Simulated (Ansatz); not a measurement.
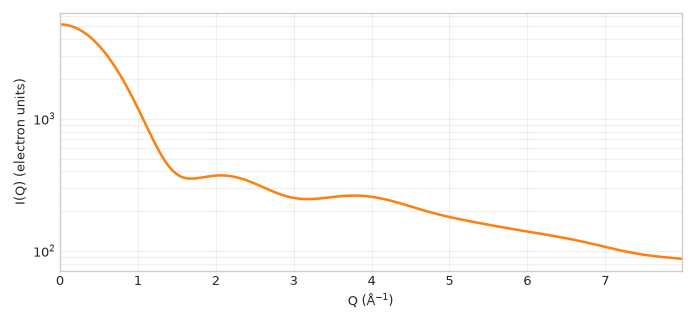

Elastic X-ray scattering of a randomly oriented, rigid molecule, calculated with the Debye equation from neutral-atom form factors (independent atoms, no Compton part, no vibration). The geometry is the end point of an optimisation (Ansatz 0.2.0, RKS PBE0/STO-3G); it may be a saddle point or a higher isomer. It contains F, Si, N, C, H.

### How many electrons does the independent-atom model of the molecule hold?

I(0) is the square of the electron number: I(0) = 5180, so about 72 electrons, the count of CH8FNSi3.

### What radius of gyration does the initial fall-off give?

From I(Q) ≈ I(0) exp(−Q²R²/3) at small Q, R ≈ 2.10 Å. It is larger than the electron-weighted radius of the nuclear positions alone (1.95 Å), because each atom's electron cloud adds to it.
